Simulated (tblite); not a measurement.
C$_{5}$H$_{14}$OSi$_{3}$: geometry relaxation (part 1 of 4)

System: C$_{5}$H$_{14}$OSi$_{3}$.
Method: GFN2-xTB geometry optimisation, gas phase (tblite 0.8.0).

It belongs to a series of runs on one base structure; here: H on Si replaced by COCH3.

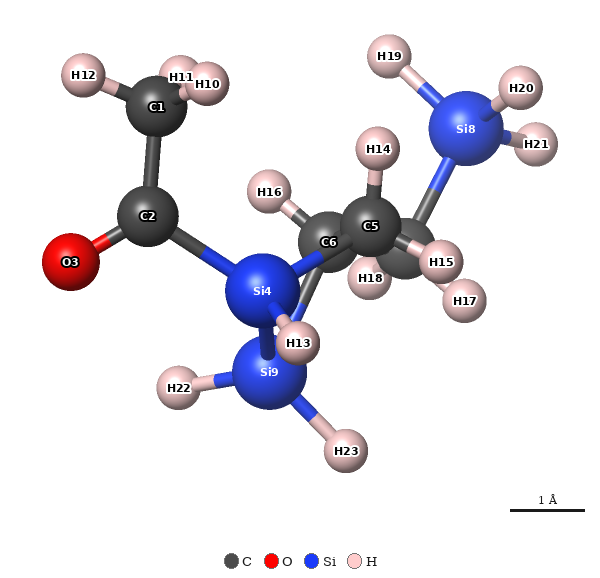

Fig. 1: The starting structure (ball-and-stick view, seen at a tilt; atoms are numbered from 1 in the order of the input). Bond lengths as drawn: C–C 1.49 to 1.58 Å, C–H 1.08 to 1.10 Å, C–O 1.21 Å, C–Si 1.86 to 1.98 Å, H–Si 1.47 to 1.51 Å and Si–Si 2.23 Å.

**Summary**

```json
{"quantity": "outcome", "value": "converged"}
{"quantity": "total energy", "value": "−735.4732 eV"}
{"quantity": "hardware", "value": "1 CPU thread, shared host"}
{"quantity": "wall time", "value": "2.9 s"}
{"quantity": "peak memory", "value": "0.18 GiB"}
```

**The input**
```
{"job": {"kind": "relax", "xc": "GFN2-xTB", "basis": "xTB"}, "charge": 0, "multiplicity": 1}
C     -2.987400     1.088300    -0.316400
C     -2.810000    -0.383800    -0.474600
O     -3.425700    -1.081100    -1.254300
Si    -1.540100    -1.246500     0.577800
C     -0.043900    -0.162600     1.125700
C      0.720800    -0.240200    -0.259600
C      2.254900    -0.111500    -0.210500
Si     2.914700     1.617500     0.143300
Si     0.130700    -2.095800    -0.629400
H     -3.194400     1.347000     0.733900
H     -2.114700     1.621300    -0.678200
H     -3.862700     1.402700    -0.908400
H     -2.069200    -2.063000     1.734600
H     -0.341900     0.850600     1.403400
H      0.486900    -0.591900     1.973400
H      0.295900     0.408900    -1.025600
H      2.669500    -0.783600     0.558100
H      2.676600    -0.431700    -1.169700
H      2.415100     2.555200    -0.894200
H      2.435900     2.077100     1.473100
H      4.389500     1.611100     0.133800
H     -0.029800    -2.300700    -2.092600
H      1.024500    -3.060300     0.066500
```

The first line tells a small driver script what to run in tblite; the rest is the geometry in Å.

Command:
```bash
OMP_NUM_THREADS=1 python <driver script> task.json out
```

**What the program printed**
```
step      E/eV     max force
  0    -734.83653    2.486
  1    -735.03561    1.192
  2    -735.13559    0.735
  3    -735.17768    0.744
  4    -735.21739    0.454
  5    -735.23778    0.330
  6    -735.26182    0.357
  7    -735.27998    0.375
  8    -735.29724    0.344
  9    -735.31020    0.303
 10    -735.32016    0.297
 11    -735.32829    0.272
 12    -735.33549    0.217
 13    -735.34109    0.180
 14    -735.34557    0.152
 15    -735.34987    0.164
 16    -735.35451    0.184
 17    -735.35885    0.150
 18    -735.36242    0.107
 19    -735.36555    0.143
 20    -735.36872    0.143
 21    -735.37203    0.118
 22    -735.37507    0.125
 23    -735.37751    0.101
 24    -735.37963    0.099
 25    -735.38194    0.106
 26    -735.38467    0.122
 27    -735.38748    0.133
 28    -735.38978    0.100
 29    -735.39153    0.095
 30    -735.39318    0.085
 31    -735.39517    0.088
 32    -735.39780    0.117
 33    -735.40079    0.130
 34    -735.40336    0.100
 35    -735.40512    0.094
 36    -735.40644    0.076
 37    -735.40772    0.088
 38    -735.40892    0.077
 39    -735.40993    0.065
 40    -735.41081    0.061
 41    -735.41171    0.072
 42    -735.41263    0.071
 43    -735.41344    0.060
 44    -735.41405    0.058
 45    -735.41454    0.049
 46    -735.41508    0.053
 47    -735.41574    0.061
 48    -735.41647    0.065
 49    -735.41709    0.049
 50    -735.41752    0.059
 51    -735.41783    0.037
 52    -735.41814    0.043
 53    -735.41846    0.038
 54    -735.41875    0.035
 55    -735.41902    0.039
 56    -735.41932    0.042
 57    -735.41969    0.046
 58    -735.42010    0.050
 59    -735.42057    0.048
 60    -735.42113    0.064
 61    -735.42185    0.073
 62    -735.42284    0.083
 63    -735.42404    0.081
 64    -735.42524    0.082
 65    -735.42640    0.107
 66    -735.42690    0.269
 67    -735.42831    0.158
 68    -735.42916    0.101
 69    -735.43049    0.047
 70    -735.43087    0.062
 71    -735.43159    0.077
 72    -735.43228    0.069
 73    -735.43316    0.058
 74    -735.43391    0.067
 75    -735.43457    0.052
 76    -735.43512    0.076
 77    -735.43555    0.087
 78    -735.43600    0.049
 79    -735.43646    0.042
 80    -735.43701    0.047
 81    -735.43750    0.051
 82    -735.43800    0.053
 83    -735.43833    0.050
 84    -735.43860    0.043
 85    -735.43890    0.035
 86    -735.43935    0.042
 87    -735.43998    0.073
 88    -735.44072    0.067
 89    -735.44146    0.169
 90    -735.44218    0.093
 91    -735.44315    0.068
 92    -735.44442    0.070
 93    -735.44537    0.115
 94    -735.44649    0.106
 95    -735.44731    0.126
 96    -735.44830    0.110
 97    -735.44947    0.067
 98    -735.45054    0.054
 99    -735.45135    0.083
100    -735.45242    0.088
101    -735.45331    0.068
102    -735.45412    0.068
103    -735.45473    0.089
104    -735.45567    0.076
105    -735.45655    0.072
106    -735.45734    0.062
107    -735.45787    0.083
108    -735.45832    0.086
109    -735.45879    0.074
110    -735.45944    0.063
111    -735.46012    0.054
112    -735.46038    0.052
113    -735.46072    0.041
114    -735.46106    0.041
115    -735.46142    0.042
116    -735.46169    0.038
117    -735.46192    0.034
118    -735.46213    0.070
119    -735.46237    0.064
120    -735.46266    0.065
121    -735.46296    0.046
122    -735.46326    0.039
123    -735.46363    0.048
124    -735.46407    0.062
125    -735.46457    0.054
126    -735.46506    0.059
127    -735.46556    0.057
128    -735.46609    0.110
129    -735.46679    0.076
130    -735.46738    0.074
131    -735.46787    0.050
132    -735.46835    0.039
133    -735.46874    0.041
134    -735.46913    0.104
135    -735.46950    0.042
136    -735.46988    0.036
137    -735.47024    0.037
138    -735.47045    0.040
139    -735.47068    0.040
140    -735.47082    0.034
141    -735.47093    0.023
142    -735.47101    0.019
143    -735.47107    0.014
144    -735.47112    0.013
145    -735.47117    0.018
146    -735.47123    0.018
147    -735.47131    0.022
148    -735.47139    0.019
149    -735.47148    0.018
150    -735.47155    0.017
151    -735.47163    0.020
152    -735.47170    0.016
153    -735.47176    0.015
154    -735.47181    0.012
155    -735.47184    0.014
156    -735.47188    0.014
157    -735.47192    0.013
158    -735.47196    0.013
159    -735.47201    0.015
160    -735.47206    0.015
161    -735.47212    0.017
162    -735.47218    0.020
163    -735.47226    0.021
164    -735.47235    0.022
165    -735.47246    0.025
166    -735.47256    0.024
167    -735.47266    0.019
168    -735.47276    0.023
169    -735.47284    0.019
170    -735.47290    0.018
171    -735.47295    0.014
172    -735.47298    0.013
173    -735.47302    0.014
174    -735.47306    0.015
175    -735.47310    0.012
176    -735.47312    0.010
177    -735.47314    0.012
178    -735.47316    0.012
179    -735.47318    0.012
180    -735.47320    0.008
```

**Trajectory as extended XYZ (Å, eV, eV/Å), 36 of the 181 frames kept, from step=0 to step=180**
```
23
Properties=species:S:1:pos:R:3:forces:R:3 step=0 energy=-734.83653
C    -2.9874    1.0883   -0.3164   -1.1450   0.3790  -0.2580
C    -2.8100   -0.3838   -0.4746   -0.4640  -0.0740  -0.0500
O    -3.4257   -1.0811   -1.2543   -0.2150   0.3980  -0.1160
Si   -1.5401   -1.2465    0.5778    0.1970  -1.0600   2.2400
C    -0.0439   -0.1626    1.1257   -0.5190   0.9450  -0.9950
C     0.7208   -0.2402   -0.2596    0.6070  -1.6240   0.9850
C     2.2549   -0.1115   -0.2105   -0.2110   0.0360   0.1850
Si    2.9147    1.6175    0.1433   -0.0790   0.7130   0.2170
Si    0.1307   -2.0958   -0.6294    0.9310  -0.1540  -1.2580
H    -3.1944    1.3470    0.7339    0.3450  -0.1630  -0.3570
H    -2.1147    1.6213   -0.6782    0.1100  -0.0260   0.1520
H    -3.8627    1.4027   -0.9084    0.2940   0.0580   0.0880
H    -2.0692   -2.0630    1.7346   -0.1440   0.5030  -0.4930
H    -0.3419    0.8506    1.4034    0.4070   0.1260   0.0420
H     0.4869   -0.5919    1.9734    0.1720   0.0090  -0.3640
H     0.2959    0.4089   -1.0256    0.0490   0.2560   0.3260
H     2.6695   -0.7836    0.5581   -0.2920   0.0250  -0.2780
H     2.6766   -0.4317   -1.1697   -0.1640  -0.1060   0.0870
H     2.4151    2.5552   -0.8942    0.1190  -0.1840   0.2230
H     2.4359    2.0771    1.4731    0.1340  -0.0850  -0.3230
H     4.3895    1.6111    0.1338   -0.1920   0.0050  -0.0020
H    -0.0298   -2.3007   -2.0926    0.2570  -0.1960   0.3280
H     1.0245   -3.0603    0.0665   -0.1980   0.2200  -0.3780
23
Properties=species:S:1:pos:R:3:forces:R:3 step=5 energy=-735.23778
C    -3.0222    1.0899   -0.3291   -0.0310   0.0030   0.1010
C    -2.8325   -0.4021   -0.4424   -0.0300   0.0940  -0.0240
O    -3.4455   -1.0457   -1.2647   -0.0340  -0.1390   0.0510
Si   -1.5144   -1.3023    0.6597   -0.3170  -0.0510  -0.0750
C    -0.0595   -0.1281    1.0876    0.0250   0.0310   0.0090
C     0.7426   -0.3061   -0.2304    0.0370   0.1280   0.1480
C     2.2506   -0.1021   -0.1907    0.0470  -0.1300   0.0990
Si    2.9053    1.6458    0.1533   -0.0640  -0.0790   0.0190
Si    0.1695   -2.0927   -0.6848   -0.1800  -0.0460  -0.0540
H    -3.1705    1.3409    0.7173   -0.0620   0.0680   0.0640
H    -2.1228    1.6064   -0.6600    0.0180  -0.0910  -0.0370
H    -3.8733    1.4261   -0.9268    0.1450  -0.0740   0.0780
H    -2.1259   -2.0484    1.7569   -0.1990   0.1260   0.1010
H    -0.2915    0.8931    1.3895    0.1960   0.0740  -0.2310
H     0.4930   -0.5714    1.9105    0.1700  -0.0060   0.1300
H     0.3257    0.3892   -0.9555   -0.0630   0.1810  -0.2290
H     2.6578   -0.7911    0.5487    0.1120  -0.0500   0.1200
H     2.6537   -0.4350   -1.1527   -0.0140   0.0380   0.0070
H     2.4203    2.5521   -0.8844   -0.0410   0.0760  -0.0440
H     2.4418    2.0815    1.4647   -0.0300   0.0940   0.1060
H     4.3693    1.6136    0.1339   -0.0010   0.0170   0.0020
H     0.0035   -2.3339   -2.1080    0.1780  -0.1380  -0.1490
H     1.0204   -3.0527    0.0177    0.1390  -0.1250  -0.1920
23
Properties=species:S:1:pos:R:3:forces:R:3 step=10 energy=-735.32016
C    -3.0285    1.0860   -0.3089    0.0390  -0.0840  -0.0150
C    -2.8569   -0.4058   -0.4285    0.0380  -0.1020   0.0880
O    -3.4661   -1.0570   -1.2500   -0.0240   0.0530   0.0900
Si   -1.5461   -1.3150    0.6799    0.2170   0.1830  -0.0860
C    -0.0570   -0.1253    1.0848    0.0970  -0.0420  -0.0740
C     0.7393   -0.3117   -0.2294    0.0300  -0.0090  -0.0960
C     2.2537   -0.1219   -0.1592   -0.0630   0.0400  -0.0590
Si    2.8842    1.6471    0.1679   -0.0060  -0.0880   0.0080
Si    0.1450   -2.0981   -0.7143   -0.0370  -0.0080   0.0660
H    -3.1787    1.3590    0.7329   -0.0090   0.0020  -0.0140
H    -2.1184    1.5704   -0.6576    0.0470  -0.0340   0.0420
H    -3.8587    1.4248   -0.9218   -0.0820   0.0400   0.0060
H    -2.2162   -1.9985    1.7964   -0.0480   0.1510  -0.0210
H    -0.2187    0.9284    1.3209   -0.0990  -0.1260   0.0140
H     0.5256   -0.5502    1.9065   -0.0870   0.0650   0.0020
H     0.3439    0.4089   -0.9610    0.0830  -0.0960   0.0320
H     2.6818   -0.8110    0.5774   -0.1050   0.0630  -0.0640
H     2.6441   -0.4302   -1.1349    0.1030  -0.0260   0.0750
H     2.4118    2.5611   -0.8807   -0.0400  -0.0560   0.0630
H     2.4375    2.1100    1.4818   -0.0220   0.0400   0.0050
H     4.3515    1.6208    0.1357   -0.0470   0.0160   0.0190
H     0.0751   -2.3886   -2.1499    0.0480   0.0130   0.0480
H     1.0469   -3.0763   -0.0776   -0.0340   0.0050  -0.1320
23
Properties=species:S:1:pos:R:3:forces:R:3 step=15 energy=-735.34987
C    -3.0277    1.0766   -0.3017   -0.0160   0.0740   0.0110
C    -2.8581   -0.4128   -0.4102   -0.0270   0.0530  -0.0480
O    -3.4842   -1.0647   -1.2167   -0.0620  -0.0820   0.0440
Si   -1.5280   -1.2922    0.6775   -0.0430  -0.0960   0.0520
C    -0.0359   -0.1269    1.0684   -0.1010   0.0300   0.0280
C     0.7495   -0.3209   -0.2460   -0.0150  -0.0480  -0.0170
C     2.2527   -0.1252   -0.1626    0.0830  -0.0340   0.0040
Si    2.8714    1.6365    0.1814    0.0070   0.1110   0.0290
Si    0.1320   -2.1049   -0.7209    0.1420  -0.0030  -0.0810
H    -3.1831    1.3639    0.7347    0.0200  -0.0210   0.0500
H    -2.1070    1.5451   -0.6447    0.0040   0.0200   0.0100
H    -3.8600    1.4248   -0.9107    0.0200  -0.0130  -0.0200
H    -2.2532   -1.9238    1.7941    0.0400   0.1030  -0.0110
H    -0.2229    0.9185    1.2981   -0.0430   0.0930   0.0070
H     0.5253   -0.5315    1.9114    0.0570  -0.0120  -0.0390
H     0.3629    0.4000   -0.9741   -0.0300  -0.0110  -0.0690
H     2.6630   -0.8074    0.5816    0.0120  -0.0690   0.0900
H     2.6754   -0.4376   -1.1194    0.0750  -0.0330  -0.0620
H     2.3933    2.5484   -0.8625   -0.0600  -0.0180   0.0050
H     2.4288    2.1294    1.4878   -0.0240  -0.0270  -0.0050
H     4.3357    1.6264    0.1432    0.0090  -0.0040   0.0290
H     0.1121   -2.4020   -2.1546   -0.0540   0.0500  -0.0420
H     1.0532   -3.0929   -0.1439    0.0070  -0.0610   0.0350
23
Properties=species:S:1:pos:R:3:forces:R:3 step=21 energy=-735.37203
C    -3.0268    1.0777   -0.2942    0.0130  -0.0570  -0.0190
C    -2.8646   -0.4179   -0.4030    0.0000   0.0300   0.0150
O    -3.5326   -1.0867   -1.1618   -0.0350   0.0610   0.0370
Si   -1.5106   -1.2977    0.6634   -0.0750  -0.0400  -0.0670
C    -0.0365   -0.1170    1.0471    0.0840   0.0150  -0.0810
C     0.7632   -0.3267   -0.2639    0.0810   0.0260   0.0320
C     2.2720   -0.1382   -0.1568    0.0080   0.0380   0.0340
Si    2.8613    1.6404    0.1960   -0.0280  -0.0580   0.0010
Si    0.1680   -2.1122   -0.7433   -0.1110  -0.0300   0.0270
H    -3.1800    1.3559    0.7491   -0.0020  -0.0430  -0.0990
H    -2.0983    1.5406   -0.6290   -0.0560   0.0020   0.0180
H    -3.8557    1.4297   -0.9090    0.0650  -0.0120   0.0660
H    -2.2724   -1.8226    1.8081    0.0620  -0.0110   0.0320
H    -0.2419    0.9289    1.2743    0.0320  -0.0160  -0.0780
H     0.5379   -0.5090    1.8879   -0.0010   0.0140  -0.0120
H     0.3763    0.3783   -1.0098    0.0640   0.0070  -0.0040
H     2.6545   -0.8211    0.6080    0.0030   0.0540  -0.0270
H     2.7274   -0.4554   -1.1028   -0.0480   0.0070   0.0870
H     2.3458    2.5331   -0.8483   -0.0010  -0.0220   0.0120
H     2.4057    2.1326    1.4988   -0.0100  -0.0460  -0.0110
H     4.3271    1.6355    0.1657   -0.0230   0.0390   0.0130
H     0.1137   -2.3850   -2.1842   -0.0320   0.0450   0.0090
H     1.0620   -3.1361   -0.1823    0.0090  -0.0030   0.0150
23
Properties=species:S:1:pos:R:3:forces:R:3 step=26 energy=-735.38467
C    -3.0182    1.0692   -0.2942   -0.0070   0.0480   0.0070
C    -2.8732   -0.4221   -0.3992   -0.0330  -0.0530  -0.0180
O    -3.5864   -1.0860   -1.1197   -0.0230  -0.0150  -0.0080
Si   -1.5086   -1.3041    0.6463    0.0660   0.0970   0.0320
C    -0.0293   -0.1144    1.0154   -0.0400   0.0010   0.0270
C     0.7823   -0.3361   -0.2789   -0.0450  -0.0330  -0.0080
C     2.2843   -0.1417   -0.1403   -0.0120  -0.0720  -0.0340
Si    2.8503    1.6377    0.2069   -0.0030  -0.0100   0.0050
Si    0.1692   -2.1240   -0.7504    0.0340   0.0310   0.0010
H    -3.1805    1.3374    0.7450    0.0050   0.0110   0.1020
H    -2.0978    1.5450   -0.6186    0.0890  -0.0070  -0.0160
H    -3.8440    1.4308   -0.8981   -0.0850   0.0110  -0.0760
H    -2.2549   -1.7655    1.8281    0.0460  -0.0660   0.0180
H    -0.2389    0.9335    1.2249    0.0190   0.0130  -0.0530
H     0.5449   -0.4889    1.8653   -0.0410   0.0050  -0.0110
H     0.4130    0.3676   -1.0365    0.0480  -0.0360   0.0090
H     2.6597   -0.8176    0.6299    0.0070  -0.0010   0.0670
H     2.7506   -0.4666   -1.0725    0.0650  -0.0110  -0.0640
H     2.3141    2.5148   -0.8359   -0.0010   0.0220  -0.0290
H     2.3841    2.1144    1.5059   -0.0360   0.0020   0.0750
H     4.3138    1.6583    0.1859    0.0160   0.0390  -0.0030
H     0.0973   -2.3550   -2.1977   -0.0250  -0.0170   0.0060
H     1.0631   -3.1597   -0.2014   -0.0460   0.0400  -0.0300
```
